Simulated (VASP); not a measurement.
# A VASP study of NbAs2 (optB86b-vdW): structure first, properties next, part 2 of 5

Aim: relax NbAs2 with optB86b-vdW, compute its properties on that cell and hold them against experiment. The start is a cell from a database of measured crystal structures.

VASP 6.6.1, plane waves and PAW; the level of theory is named at each step.

So far. Step 2 (Relaxing cell and atoms (optB86b-vdW)): It ends with a largest force of 0.006 eV/Å and a pressure of 0.00 GPa. The volume lies +0.8 % from that of the database's start.

The database entry behind the starting cell differs from later determinations by our own check (b about 0.4 % long), so it need not match the best structure at ambient conditions.

## (3) Single point with fields (optB86b-vdW)

Level of this step: optB86b-vdW; plane waves and PAW (Nb_sv, As) (VASP).

A single point on the relaxed cell gives a clean self-consistent state, with density, ELF and potential written out.

Contents of INCAR:

```
SYSTEM = NbAs2
PREC = Accurate
ENCUT = 400
EDIFF = 1E-06
NELM = 100
ISMEAR = 0
SIGMA = 0.05
LREAL = .FALSE.
ALGO = Normal
GGA = MK
AGGAC = 0
LUSE_VDW = .TRUE.
PARAM1 = 0.1234
PARAM2 = 1
LASPH = .TRUE.
NBANDS = 29
LORBIT = 11
LWAVE = .FALSE.
LCHARG = .TRUE.
ISIF = 2
LELF = .TRUE.
LVHAR = .TRUE.
```

Contents of POSCAR:

```
NbAs2
1.0
    0.0000000000     -3.3954269903      0.0000000000
   -4.7113772301      1.6977134952      0.0001648936
   -0.8578096760      1.6977134952     -6.8120314301
Nb As
2 4
Direct
    0.8430244161      0.8816078105      0.8044410217
    0.1569755839      0.1183921895      0.1955589783
    0.5940717459      0.2968785973      0.8912648945
    0.4059282541      0.7031214027      0.1087351055
    0.1412102462      0.7538551822      0.5285653101
    0.8587897538      0.2461448178      0.4714346899
```

Contents of KPOINTS:

```
Automatic mesh
0
Gamma
7 7 7
0 0 0
```

PAW data sets: Nb_sv and As (PBE family, release 64).

On the command line:

```bash
$ mpirun -np 4 vasp_std
```

Output:

```text
[banner, memory and clock lines left out]
running    4 mpi-ranks, on    1 nodes
 distrk:  each k-point on    4 cores,    1 groups
 distr:  one band on    1 cores,    4 groups

 POSCAR found type information on POSCAR NbAs
 POSCAR found :  2 types and       6 ions
 [... a notice as in an earlier step ...]

 [... a notice as in an earlier step ...]

 LDA part: xc-table for (Slater+PW92), standard interpolation
|                                                                             |
|           W    W    AA    RRRRR   N    N  II  N    N   GGGG   !!!           |
|           W    W   A  A   R    R  NN   N  II  NN   N  G    G  !!!           |
|           W    W  A    A  R    R  N N  N  II  N N  N  G       !!!           |
|           W WW W  AAAAAA  RRRRR   N  N N  II  N  N N  G  GGG   !            |
|           WW  WW  A    A  R   R   N   NN  II  N   NN  G    G                |
|           W    W  A    A  R    R  N    N  II  N    N   GGGG   !!!           |
|                                                                             |
|     The number of bands has been changed from the values supplied in        |
|     The orbitals not found in the WAVECAR file will be initialized with     |
|     random numbers, which is usually adequate. For correlated               |
|     calculations, however, you should redo the groundstate calculation.     |
|     I found NBANDS = 29. Now, NBANDS = 32.                                  |
|                                                                             |

 POSCAR, INCAR and KPOINTS ok, starting setup
 FFT: planning ... GRIDC
 FFT: planning ... GRID_SOFT
 FFT: planning ... GRID
 WAVECAR not read
 entering main loop
       N       E                     dE             d eps       ncg     rms          rms(c)
DAV:   1     0.336450996845E+03    0.33645E+03   -0.19968E+04  6544   0.111E+03
DAV:   2    -0.607430110116E+01   -0.34253E+03   -0.33005E+03  8552   0.383E+02
DAV:   3    -0.309098155666E+02   -0.24836E+02   -0.24337E+02 10136   0.798E+01
DAV:   4    -0.331470421650E+02   -0.22372E+01   -0.22271E+01 10808   0.219E+01
DAV:   5    -0.331907665080E+02   -0.43724E-01   -0.43708E-01  9344   0.276E+00    0.115E+01
DAV:   6    -0.316764387736E+02    0.15143E+01   -0.88078E+00  9760   0.167E+01    0.402E+00
DAV:   7    -0.314395486063E+02    0.23689E+00   -0.14248E+00  9856   0.672E+00    0.287E+00
DAV:   8    -0.314113894012E+02    0.28159E-01   -0.17048E-01  9064   0.262E+00    0.731E-01
DAV:   9    -0.314134429606E+02   -0.20536E-02   -0.27468E-02 10944   0.833E-01    0.363E-01
DAV:  10    -0.314135035470E+02   -0.60586E-04   -0.39346E-03  9280   0.443E-01    0.690E-02
DAV:  11    -0.314135028974E+02    0.64963E-06   -0.35070E-04  9624   0.125E-01    0.302E-02
DAV:  12    -0.314135053757E+02   -0.24783E-05   -0.33065E-05  8360   0.350E-02    0.573E-03
DAV:  13    -0.314135055842E+02   -0.20851E-06   -0.46609E-06  8312   0.114E-02
   1 F= -.31413506E+02 E0= -.31413205E+02  d E =-.601824E-03
```

Run time: 42 s. Hardware: 4 MPI ranks of AMD EPYC 9R45, shared host; peak memory 1.2 GiB.

From OUTCAR (step 3):

```text
  LATTYP: Found a base centered monoclinic cell.
 ALAT       =     9.4227544660
 B/A-ratio  =     0.3603433585
 C/A-ratio  =     0.8306086475
 COS(beta)  =    -0.4923971409

The static configuration has the point symmetry C_2h.

 Found    100 irreducible k-points:

   k-points           NKPTS =    100   k-points in BZ     NKDIM =    100   number of bands    NBANDS=     32

   dimension x,y,z NGX =    24 NGY =   36 NGZ =   48
   dimension x,y,z NGXF=    48 NGYF=   72 NGZF=   96

   ENCUT  =  400.0 eV  29.40 Ry    5.42 a.u.   5.54  8.17 11.53*2*pi/ulx,y,z

   NELECT =      46.0000    total number of electrons

 E-fermi :   8.0126

 k-point     1 :       0.0000    0.0000    0.0000
  band No.  band energies     occupation
    ...
     19       6.3444      2.00000
     20       6.3522      2.00000
     21       6.9746      2.00000
     22       7.2278      2.00000
     23       7.8561      1.99999
     24       8.8749      0.00000
     25       9.2787      0.00000
     26      10.0401      0.00000
     27      10.8781      0.00000
     28      10.9318      0.00000
    ...

 k-point     2 :       0.1429    0.0000   -0.0000
  band No.  band energies     occupation
    ...
     19       6.0935      2.00000
     20       6.3039      2.00000
     21       6.6396      2.00000
     22       6.8276      2.00000
     23       7.7346      2.00000
     24       9.1450      0.00000
     25       9.2840      0.00000
     26       9.8430      0.00000
     27      10.3097      0.00000
     28      10.9456      0.00000
    ...

Total vdW correction in eV:      5.8307185

  Total        0.0036655     -0.0067678     -0.0170745     -0.0000000      0.0000000     -0.0028040
  in kB        0.0538922     -0.0995030     -0.2510372     -0.0000000      0.0000000     -0.0412251
  external PRESSURE =      -0.0988826 kB  Pullay stress =       0.0000000 kB

 POSITION                                       TOTAL-FORCE (eV/Angst)
 -----------------------------------------------------------------------------------
     -4.84364      0.00000     -5.47973        -0.001233      0.000000     -0.001082
     -0.72554      0.00000     -1.33213         0.001233     -0.000000      0.001082
     -2.16324      0.00000     -6.07128        -0.001584     -0.000000      0.005841
     -3.40594      0.00000     -0.74059         0.001584      0.000000     -0.005841
     -4.00510      1.69771     -3.60048         0.003223     -0.000000     -0.003321
     -1.56408     -1.69771     -3.21139        -0.003223      0.000000      0.003321
 -----------------------------------------------------------------------------------
    total drift:                               -0.000000      0.000000     -0.000000

  FREE ENERGIE OF THE ION-ELECTRON SYSTEM (eV)
  ---------------------------------------------------
  free  energy   TOTEN  =       -31.4135055842 eV

  energy  without entropy=      -31.4129037605  energy(sigma->0) =      -31.41320467

Total vdW correction in eV:      5.8307283

 total charge
# of ion       s       p       d       tot
------------------------------------------
    1        2.156   6.017   2.484  10.656
    2        2.156   6.017   2.484  10.656
    3        1.231   1.521   0.055   2.807
    4        1.231   1.521   0.055   2.807
    5        1.242   1.492   0.061   2.795
    6        1.242   1.492   0.061   2.795
--------------------------------------------------
tot          9.258  18.059   5.198  32.515

[... 2 parts as in an earlier step ...]

[... 7 further parts left out ...]
```

Numbers from this step:

* SCF cycles: 13
* bands: 32
* pressure: -0.009888 GPa

Valence electrons inside each PAW sphere by angular momentum. Sphere charges, by row:

```csv
atom,s (e),p (e),d (e),tot (e)
Nb1,2.156,6.017,2.484,10.66
Nb2,2.156,6.017,2.484,10.66
As3,1.231,1.521,0.055,2.807
As4,1.231,1.521,0.055,2.807
As5,1.242,1.492,0.061,2.795
As6,1.242,1.492,0.061,2.795
```

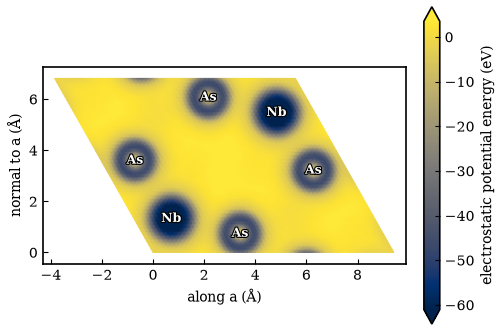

Electrostatic potential energy in the ac plane of the conventional cell at fractional y = 0.000, with atoms of Nb and As within 0.2 Å of it. With pseudopotentials it is smooth inside the atoms' cores, unlike the true potential.

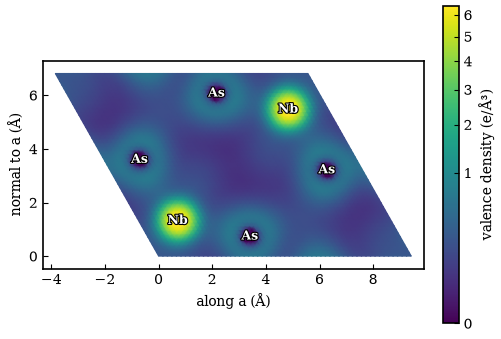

Valence density in the ac plane of the conventional cell at fractional y = 0.000, with atoms of Nb and As within 0.2 Å of it. It is the smooth field of the valence electrons, not physical close to the nuclei. The colour scale is stretched toward low values.

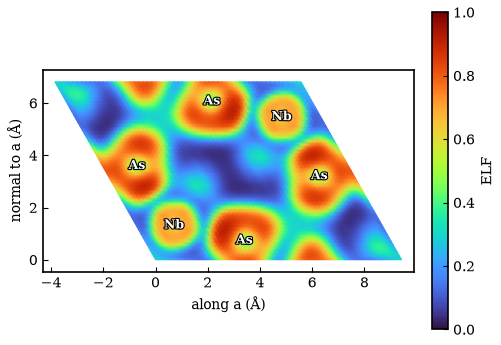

ELF in the ac plane of the conventional cell at fractional y = 0.000, with atoms of Nb and As within 0.2 Å of it. It is the smooth field of the valence electrons, not physical close to the nuclei.

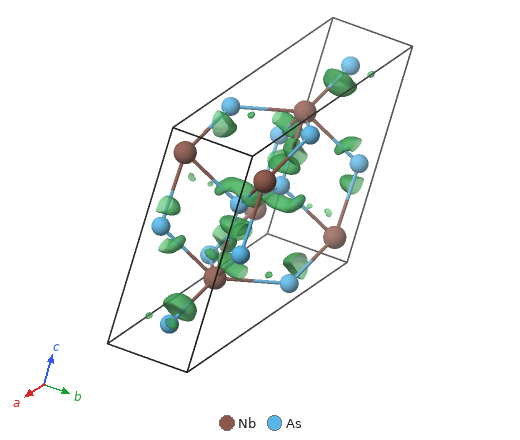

Surface of ELF = 0.83.

In this run the pressure is -0.01 GPa, small enough to go on.

## (4) Bands along the symmetry lines (optB86b-vdW)

Levels along the symmetry lines show where the bands peak and cross; KPOINTS_OPT computes them in the converged potential.

INCAR: that of step 3 with these lines changed.

```diff
@@ -15,8 +15,6 @@
 LASPH = .TRUE.
-NBANDS = 29
+NBANDS = 39
 LORBIT = 11
 LWAVE = .FALSE.
-LCHARG = .TRUE.
-ISIF = 2
-LELF = .TRUE.
-LVHAR = .TRUE.
+LCHARG = .FALSE.
+KPAR = 4
```

POSCAR is that of step 3.

KPOINTS is that of step 3.

Contents of KPOINTS_OPT:

```
Line mode
16
Line-mode
Reciprocal
  0.00000000   0.50000000   0.00000000 X
  0.00000000   0.00000000   0.00000000 GAMMA

  0.00000000   0.00000000   0.00000000 GAMMA
  0.00000000   0.00000000   0.50000000 Y

  0.00000000   0.50000000   0.50000000 L
  0.00000000   0.00000000   0.00000000 GAMMA

  0.00000000   0.00000000   0.00000000 GAMMA
  0.50000000  -0.50000000  -0.50000000 Z

  0.50000000   0.00000000  -0.50000000 N
  0.00000000   0.00000000   0.00000000 GAMMA

  0.00000000   0.00000000   0.00000000 GAMMA
  0.50000000  -0.50000000   0.00000000 M

  0.50000000   0.00000000   0.00000000 R
  0.00000000   0.00000000   0.00000000 GAMMA
```

On the command line:

```bash
$ mpirun -np 4 vasp_std
```

Output:

```text
[banner, memory and clock lines left out]
running    4 mpi-ranks, on    1 nodes
 distrk:  each k-point on    1 cores,    4 groups
 distr:  one band on    1 cores,    1 groups

 POSCAR found type information on POSCAR NbAs
 POSCAR found :  2 types and       6 ions
 [... a notice as in an earlier step ...]

 [... a notice as in an earlier step ...]

 LDA part: xc-table for (Slater+PW92), standard interpolation
 POSCAR, INCAR and KPOINTS ok, starting setup
 FFT: planning ... GRIDC
 FFT: planning ... GRID_SOFT
 FFT: planning ... GRID
 WAVECAR not read
 entering main loop
       N       E                     dE             d eps       ncg     rms          rms(c)
DAV:   1     0.330251900757E+03    0.33025E+03   -0.19342E+04  7904   0.915E+02
DAV:   2    -0.579825670834E+01   -0.33605E+03   -0.31868E+03 10083   0.322E+02
DAV:   3    -0.309196493961E+02   -0.25121E+02   -0.24551E+02 11984   0.689E+01
DAV:   4    -0.331642646297E+02   -0.22446E+01   -0.22219E+01 12975   0.174E+01
DAV:   5    -0.331913335864E+02   -0.27069E-01   -0.27065E-01 10909   0.184E+00    0.115E+01
DAV:   6    -0.316872617891E+02    0.15041E+01   -0.46297E+00 11691   0.137E+01    0.408E+00
DAV:   7    -0.314429622336E+02    0.24430E+00   -0.79730E-01 10825   0.556E+00    0.290E+00
DAV:   8    -0.314116483427E+02    0.31314E-01   -0.12953E-01 10817   0.219E+00    0.653E-01
DAV:   9    -0.314132482037E+02   -0.15999E-02   -0.18425E-02 10551   0.618E-01    0.314E-01
DAV:  10    -0.314134736978E+02   -0.22549E-03   -0.22360E-03 10932   0.291E-01    0.787E-02
DAV:  11    -0.314135047748E+02   -0.31077E-04   -0.29963E-04 10509   0.922E-02    0.312E-02
DAV:  12    -0.314135061012E+02   -0.13264E-05   -0.27340E-05 10259   0.293E-02    0.719E-03
DAV:  13    -0.314135054276E+02    0.67363E-06   -0.33885E-06  8398   0.110E-02
   1 F= -.31413505E+02 E0= -.31413204E+02  d E =-.601912E-03
 Start KPOINTS_OPT (optional k-point list driver)
k-point batch [1-100\112]
       N       E                     dE             ncg
DAV:   1     0.465349436137E+03   -0.54664E+05     8016
DAV:   2    -0.338469851462E+05   -0.34312E+05    10050
DAV:   3    -0.364605434334E+05   -0.26136E+04    11856
DAV:   4    -0.366984045135E+05   -0.23786E+03    12928
DAV:   5    -0.367021318044E+05   -0.37273E+01    10672
DAV:   6    -0.367021730739E+05   -0.41269E-01    10999
DAV:   7    -0.367021740755E+05   -0.10017E-02    11080
DAV:   8    -0.367021741054E+05   -0.29870E-04     9744
DAV:   9    -0.367021741064E+05   -0.99286E-06     6601
k-point batch [101-112\112]
       N       E                     dE             ncg
DAV:   1     0.490188300366E+05   -0.61856E+04      976
DAV:   2     0.449954954214E+05   -0.40233E+04     1186
DAV:   3     0.446901820704E+05   -0.30531E+03     1408
DAV:   4     0.446628676501E+05   -0.27314E+02     1529
DAV:   5     0.446624751601E+05   -0.39249E+00     1252
DAV:   6     0.446624692243E+05   -0.59358E-02     1362
DAV:   7     0.446624691205E+05   -0.10380E-03     1292
DAV:   8     0.446624691176E+05   -0.29015E-05     1220
DAV:   9     0.446624691175E+05   -0.99899E-07      780
```

Run time: 86 s. Hardware: 4 MPI ranks; peak memory 2.3 GiB; 5.7 min of CPU time.

From OUTCAR (step 4):

```text
The static configuration has the point symmetry C_2h.

 Found    100 irreducible k-points:

   k-points           NKPTS =    100   k-points in BZ     NKDIM =    100   number of bands    NBANDS=     39

   NELECT =      46.0000    total number of electrons

 E-fermi :   8.0126

 k-point     1 :       0.0000    0.0000    0.0000
  band No.  band energies     occupation
    ...
     19       6.3443      2.00000
     20       6.3522      2.00000
     21       6.9746      2.00000
     22       7.2278      2.00000
     23       7.8561      1.99999
     24       8.8748      0.00000
     25       9.2786      0.00000
     26      10.0401      0.00000
     27      10.8780      0.00000
     28      10.9318      0.00000
    ...

 k-point     2 :       0.1429    0.0000   -0.0000
  band No.  band energies     occupation
    ...
     19       6.0934      2.00000
     20       6.3038      2.00000
     21       6.6395      2.00000
     22       6.8275      2.00000
     23       7.7346      2.00000
     24       9.1450      0.00000
     25       9.2840      0.00000
     26       9.8429      0.00000
     27      10.3096      0.00000
     28      10.9455      0.00000
    ...

Total vdW correction in eV:      5.8307190

  Total        0.0063407     -0.0061859     -0.0167116     -0.0000000      0.0000000     -0.0035838
  in kB        0.0932244     -0.0909479     -0.2457009     -0.0000000      0.0000000     -0.0526914
  external PRESSURE =      -0.0811415 kB  Pullay stress =       0.0000000 kB

 POSITION                                       TOTAL-FORCE (eV/Angst)
 -----------------------------------------------------------------------------------
     -4.84364      0.00000     -5.47973        -0.001241      0.000000     -0.001322
     -0.72554      0.00000     -1.33213         0.001241     -0.000000      0.001322
     -2.16324      0.00000     -6.07128        -0.001567     -0.000000      0.005703
     -3.40594      0.00000     -0.74059         0.001567      0.000000     -0.005703
     -4.00510      1.69771     -3.60048         0.003011     -0.000000     -0.003554
     -1.56408     -1.69771     -3.21139        -0.003011      0.000000      0.003554
 -----------------------------------------------------------------------------------
    total drift:                               -0.000000      0.000000     -0.000000

  FREE ENERGIE OF THE ION-ELECTRON SYSTEM (eV)
  ---------------------------------------------------
  free  energy   TOTEN  =       -31.4135054276 eV

  energy  without entropy=      -31.4129035154  energy(sigma->0) =      -31.41320447

Total vdW correction in eV:      5.8307396

[... 8 parts as in an earlier step ...]

[... 5 further parts left out ...]
```

Spin-orbit coupling is off here; it would split degenerate levels. The cell is typed on its shortest vectors, so the axes of tensors and the coordinates of k-points follow the printed cell and not the standard setting.

This step gave:

```
bands    : 39
pressure : -0.008114 GPa
```

Electronic bands along the path, in eV, zero at the Fermi level; # counts the bands kept, so #1 is VASP's band 12:

```csv
point,#9,#10,#11,#12,#13,#14,#15,#16
X,-0.88,-0.70,-0.66,0.14,0.60,1.19,1.37,2.03
Γ,-1.66,-1.04,-0.78,-0.16,0.86,1.27,2.03,2.87
Y,-1.63,-1.23,-0.55,-0.13,0.14,2.09,2.15,2.18
jump to L,-0.83,-0.71,-0.16,-0.06,0.57,0.80,1.81,2.26
Γ,-1.66,-1.04,-0.78,-0.16,0.86,1.27,2.03,2.87
Z,-2.10,-1.79,-1.39,-0.96,1.51,1.98,2.28,2.57
jump to N,-1.82,-1.68,-1.30,-0.64,0.56,1.32,1.97,2.56
Γ,-1.66,-1.04,-0.78,-0.16,0.86,1.27,2.03,2.87
M,-1.82,-1.68,-1.30,-0.64,0.56,1.32,1.97,2.56
jump to R,-2.10,-1.79,-1.39,-0.96,1.51,1.98,2.28,2.57
Γ,-1.66,-1.04,-0.78,-0.16,0.86,1.27,2.03,2.87
```

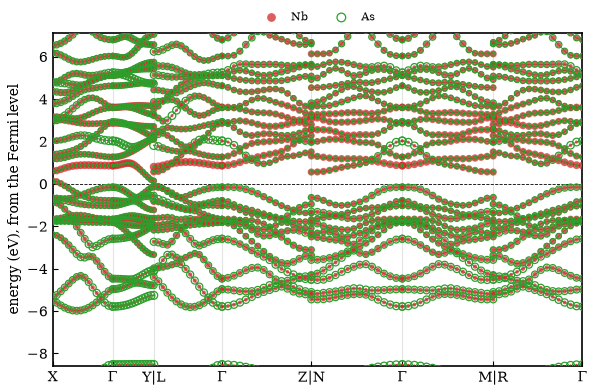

Electronic bands along the path; dots are coloured as in the legend, and their area grows with the weight.

There is no gap at this level.

(Part 2 of 5 ends here.)

[Lines on the potential files, build, host, timing and source positions are cut from VASP's logs without a mark.]

[Logs are printed without paths, hosts, clocks, repeated set-up lines and the standing remarks that a program may print on its own settings, such as how far it seeks lower states.]

[Hosts, paths, dates, database ids (printed as entryN), source tags and the programs' standing remarks are cut or masked in the printed files.]

[A measured line is paired with the nearest computed mode of its activity, which favours agreement.]
